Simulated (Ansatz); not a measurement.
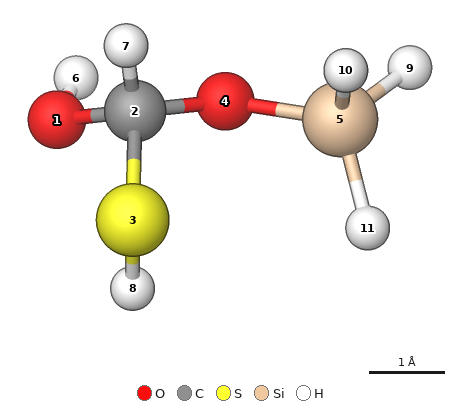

This is the input geometry for a relaxation of CH6O2SSi. A ball-and-stick model, seen at a tilt.

The start comes from PBE-D4/def2-SVP.

The calculation used RKS PBE0-D4/def2-TZVP (Ansatz).

Input
```yaml
crystal:
  periodic: [false, false, false]
  atoms:
    - {symbol: O, position_ang: [-1.506650, -1.588307, 0.527973]}
    - {symbol: C, position_ang: [-0.821326, -0.384759, 0.589881]}
    - {symbol: S, position_ang: [0.492861, -0.498848, 1.893768]}
    - {symbol: O, position_ang: [-0.325464, -0.083513, -0.687595]}
    - {symbol: Si, position_ang: [0.894805, 1.067532, -0.971218]}
    - {symbol: H, position_ang: [-1.921147, -1.606961, -0.358370]}
    - {symbol: H, position_ang: [-1.460727, 0.461976, 0.952253]}
    - {symbol: H, position_ang: [1.036507, -1.633460, 1.367520]}
    - {symbol: H, position_ang: [0.749586, 1.376197, -2.431826]}
    - {symbol: H, position_ang: [0.658245, 2.308009, -0.153603]}
    - {symbol: H, position_ang: [2.268811, 0.525136, -0.708182]}
basis:
  gaussian: {orbitals: def2-TZVP}
hamiltonian: {xc: pbe0, dispersion: d4}
relax: {f_tol: 0.005, max_steps: 150}
```

Launched with:
```bash
ansatz run in.yaml --threads 4 --pin off --events-out ev --progress --plain --max-ram 10444MiB
```

Where does the relaxation end?

Answer. H6 moves most after the best rigid fit: 0.060 Å. By element the largest moves are H 0.060 Å, O 0.036 Å, S 0.026 Å, C 0.024 Å, Si 0.015 Å. Among the contacts that change: O4–Si5 1.701 → 1.661 Å, C2–S3 1.855 → 1.818 Å, C2–H7 1.121 → 1.101 Å, S3–H8 1.364 → 1.344 Å. The energy falls by 6.34 kJ/mol in 9 accepted moves (10 points after the start). The largest force component goes from 0.66 to 0.0025 eV/Å. The line search rejected the trial step at point 9 of the run. Cost: 34 s on 4 threads of Arm Neoverse V2, on a shared host.

Step by step:

| step | E − E(0), kJ/mol | largest force component, eV/Å | note |
| --- | --- | --- | --- |
| 0 | 0.00 | 0.6594 |  |
| 1 | -4.95 | 0.3781 |  |
| 2 | -6.12 | 0.1002 |  |
| 3 | -6.23 | 0.0489 |  |
| 4 | -6.27 | 0.0250 |  |
| 5 | -6.31 | 0.0323 |  |
| 6 | -6.32 | 0.0178 |  |
| 7 | -6.33 | 0.0191 |  |
| 8 | -6.33 | 0.0119 |  |
| 9 | -6.33 | 0.0134 | rejected |
| 10 | -6.34 | 0.0025 |  |

Final geometry:

```xyz
11

O    -1.4784   -1.5835    0.5061
C    -0.7983   -0.3825    0.5834
S     0.4720   -0.5019    1.8780
O    -0.2976   -0.0726   -0.6785
Si    0.8870    1.0560   -0.9649
H    -1.9634   -1.5769   -0.3273
H    -1.4514    0.4353    0.9237
H     1.0526   -1.5953    1.3552
H     0.7466    1.3644   -2.4076
H     0.6529    2.2770   -0.1514
H     2.2433    0.5230   -0.6961
```

After the run, drawn alike:

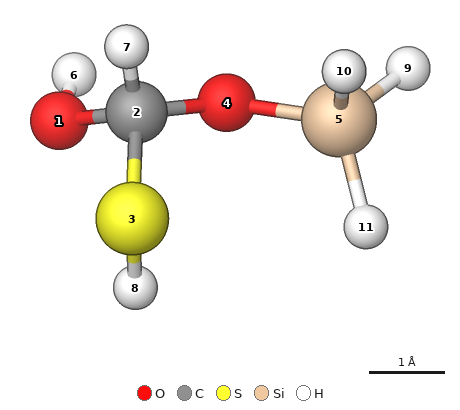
